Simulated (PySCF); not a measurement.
SMILES B[SiH2][SiH2]c1ccco1 (C4H9BOSi2) at its GFN2-xTB optimised geometry (Å):

```
17

B     -2.0178    -3.4092    -1.5007
Si    -0.5426    -2.2488    -1.0265
Si    -1.4309    -0.3432    -0.0021
C     -0.1624     1.0345     0.0000
C      1.2071     1.0345     0.0000
C      1.6164     2.3859     0.0000
C      0.4674     3.1174    -0.0033
O     -0.6050     2.3155    -0.0036
H     -2.4632    -4.1757    -0.7354
H     -2.5612    -3.3265    -2.5346
H      0.4441    -2.8149    -0.0846
H      0.3155    -1.7961    -2.1398
H     -2.6192     0.2066    -0.6687
H     -1.8337    -0.5801     1.3940
H      1.8358     0.1671    -0.0024
H      2.6192     2.7623    -0.0001
H      0.2925     4.1757    -0.0074
```

Calculation: B3LYP/def2-SVP (PySCF). Cells within 0.4 Å of a nucleus heavier than hydrogen are left out (blank, or x).

Map of the log10 of the electron density (e/bohr³), floored at −4 on the plane z = 0.0 Å:

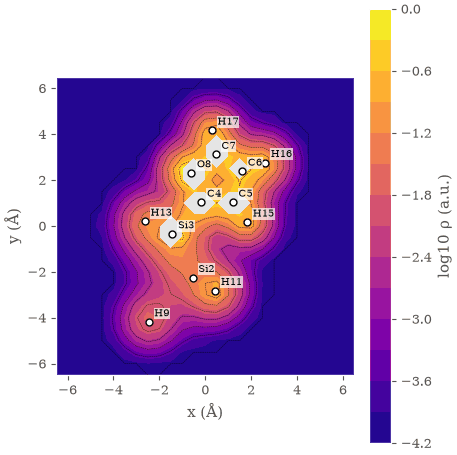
Fig. 1. Log10 of the electron density (e/bohr³), floored at −4 on the plane z = 0.0 Å.
